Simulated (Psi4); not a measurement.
# InNH4 (SMILES [NH2][InH2]): SCAN/def2-TZVP (core potential, sweep point 3)

Aim: the vertical electron affinity of InNH4 at SCAN/def2-TZVP (core potential, sweep point 3), from 2 runs. 

The results are computed with Psi4 1.11.

4 further runs of the same task are left out: 4 set aside as unsound or not needed. Runs told in other sessions of the task aren't counted.

**1. The system as given**

The species is InNH4 (6 atoms), meant as a singlet with charge 0. SMILES: `[NH2][InH2]`. The coordinates come from a PBE0-D4/def2-TZVP relaxation.

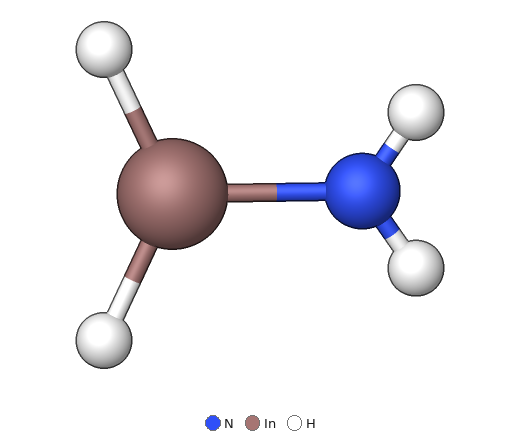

Viewed from a chosen angle; nitrogen blue, indium brown, hydrogen white.

**2. The energy at SCAN/def2-TZVP (core potential, sweep point 3)**

calc.dat reads:

```
memory 1600 mb

molecule m {
  N     -0.092200    -1.060500     0.036600
  In     0.095300     0.935900    -0.048300
  H     -0.598000    -1.552900     0.753400
  H      0.311900    -1.697300    -0.629300
  H      1.012500     1.520500    -1.370700
  H     -0.687400     1.790300     1.212100
  symmetry c1
}

set {
  basis def2-TZVP
  puream true
  scf_type pk
  dft_radial_points 35
  dft_spherical_points 110
}

result, w = energy('scan', return_wfn=True)
```

Started as:

```bash
$ psi4 -i calc.dat -o calc.out -n 1
```

calc.out:

```text
[...]
    !!!  WARNING: ECP capability is in beta. Please check occupations closely.  !!!
[...]
  Running in c1 symmetry.
[...]
  Nuclear repulsion =   70.741603805927312
[...]
  Multiplicity = 1
[...]
  Nalpha       = 16
  Nbeta        = 16
[...]
    Number of basis functions: 105
[...]
   @RKS iter   1:  -246.73053016357974   -5.75644e-01   1.13810e-02 ADIIS/DIIS
[...]
   @RKS iter   9:  -247.31357189433243   -3.05179e-07   8.41394e-07 DIIS
[...]
    Orbital Energies [Eh]
    ---------------------
    Doubly Occupied:
       1A    -14.116940     2A     -4.617809     3A     -3.013951
       4A     -3.001941     5A     -3.000809     6A     -0.790452
       7A     -0.696494     8A     -0.687210     9A     -0.686755
      10A     -0.685590    11A     -0.678720    12A     -0.434045
      13A     -0.408249    14A     -0.295578    15A     -0.271037
      16A     -0.214341
[...]
  @RKS Final Energy:  -247.31357189433243
   => Energetics <=
    Nuclear Repulsion Energy =             70.7416038059273120
    One-Electron Energy =                -552.9928155562058691
    Two-Electron Energy =                 260.0716308895424049
    DFT Exchange-Correlation Energy =     -25.1339910335962529
    Empirical Dispersion Energy =           0.0000000000000000
    VV10 Nonlocal Energy =                  0.0000000000000000
    Total Energy =                       -247.3135718943324264
[...]
 Multipole Moments:
 ------------------------------------------------------------------------------------
     Multipole            Electronic (a.u.)      Nuclear  (a.u.)        Total (a.u.)
 ------------------------------------------------------------------------------------
 L = 1.  Multiply by 2.5417464519 to convert [e a0] to [Debye]
 Dipole X            :          1.7553156           -1.7757233           -0.0204078
 Dipole Y            :         18.7217688          -18.9634003           -0.2416315
 Dipole Z            :         -0.7973295            0.8094175            0.0120880
 Magnitude           :                                                    0.2427929
[...]
```

Wall time 6.9 s (1 thread of Intel Xeon Platinum 8259CL at 2.50GHz (Skylake/Cascade Lake), shared host); peak memory 0.58 GiB.

**3. The doublet anion**

h4inn.inp reads:

```
memory 1.6 GB

molecule {
  -1 2
  N     -0.092200    -1.060500     0.036600
  In     0.095300     0.935900    -0.048300
  H     -0.598000    -1.552900     0.753400
  H      0.311900    -1.697300    -0.629300
  H      1.012500     1.520500    -1.370700
  H     -0.687400     1.790300     1.212100
  symmetry c1
}

set basis def2-TZVP
set reference uks
set puream true
set scf_type pk
set dft_radial_points 35
set dft_spherical_points 110
set maxiter 100

e_tot = energy("scan")
```

Started as:

```bash
$ psi4 -i h4inn.inp -o h4inn.out -n 1
```

h4inn.out:

```text
[...]
    !!!  WARNING: ECP capability is in beta. Please check occupations closely.  !!!
[...]
  Running in c1 symmetry.
[...]
  Nuclear repulsion =   70.741603805927312
[...]
  Multiplicity = 2
[...]
  Nalpha       = 17
  Nbeta        = 16
[...]
    Number of basis functions: 105
[...]
   @UKS iter   1:  -246.56356735900508   -4.08681e-01   1.21511e-02 ADIIS/DIIS
[...]
   @UKS iter  11:  -247.30074692535874   -2.31820e-08   8.05540e-07 DIIS
[...]
   @S^2 Observed:                7.552507976E-01
[...]
    Orbital Energies [Eh]
    ---------------------
    Alpha Occupied:
       1A    -13.930454     2A     -4.407846     3A     -2.797970
       4A     -2.794454     5A     -2.793214     6A     -0.607111
       7A     -0.484343     8A     -0.480850     9A     -0.476329
      10A     -0.475434    11A     -0.474791    12A     -0.258088
      13A     -0.219584    14A     -0.109232    15A     -0.084737
      16A     -0.035846    17A      0.085442
    Alpha Virtual:
      18A      0.136978    19A      0.169666    20A      0.173414
      21A      0.205076    22A      0.223799    23A      0.272179
      24A      0.276719    25A      0.281754    26A      0.313669
[...]
  @UKS Final Energy:  -247.30074692535874
   => Energetics <=
    Nuclear Repulsion Energy =             70.7416038059273120
    One-Electron Energy =                -559.3182134277088835
    Two-Electron Energy =                 266.5773936393233612
    DFT Exchange-Correlation Energy =     -25.3015309429004986
    Empirical Dispersion Energy =           0.0000000000000000
    VV10 Nonlocal Energy =                  0.0000000000000000
    Total Energy =                       -247.3007469253587374
  UHF NO Occupations:
  HONO-2 :   15  A 1.9996736
  HONO-1 :   16  A 1.9981035
[...]
 Multipole Moments:
 ------------------------------------------------------------------------------------
     Multipole            Electronic (a.u.)      Nuclear  (a.u.)        Total (a.u.)
 ------------------------------------------------------------------------------------
 L = 1.  Multiply by 2.5417464519 to convert [e a0] to [Debye]
 Dipole X            :          1.7144332           -1.7757233           -0.0612901
 Dipole Y            :         18.2978666          -18.9634003           -0.6655338
 Dipole Z            :         -0.7799435            0.8094175            0.0294739
 Magnitude           :                                                    0.6689995
[...]
```

It took 9 s on 1 thread of Intel Xeon Platinum 8259CL at 2.50GHz (Skylake/Cascade Lake), shared host; peak memory 0.58 GiB.

**4. What came out**

At SCAN/def2-TZVP (core potential, sweep point 3):

| quantity | value |
| --- | --- |
| singlet InNH4: total energy | -247.31357 Eh |
| singlet InNH4: dipole moment | 0.62 D |
| singlet InNH4: HOMO energy | -5.83 eV |
| singlet InNH4: LUMO energy | -1.49 eV |
| singlet InNH4: HOMO–LUMO gap | 4.34 eV |
| doublet anion: total energy | -247.30075 Eh |
| doublet anion: HOMO energy (highest over α and β) | 2.33 eV |
| doublet anion: LUMO energy (lowest over α and β) | 3.62 eV |
| doublet anion: ⟨S²⟩ | 0.755 |
| vertical electron affinity (to the doublet anion) | -0.349 eV |

In words: The anion lies 0.35 eV (33.7 kJ/mol) above the neutral: the electron isn't bound at this level, and such a value depends on the basis. Without diffuse functions anions come out too high. The HOMO (doublet anion) lies at positive energy, 2.33 eV, from the functional's self-interaction, a short basis or an electron that isn't bound; only total energies against the neutral tell.
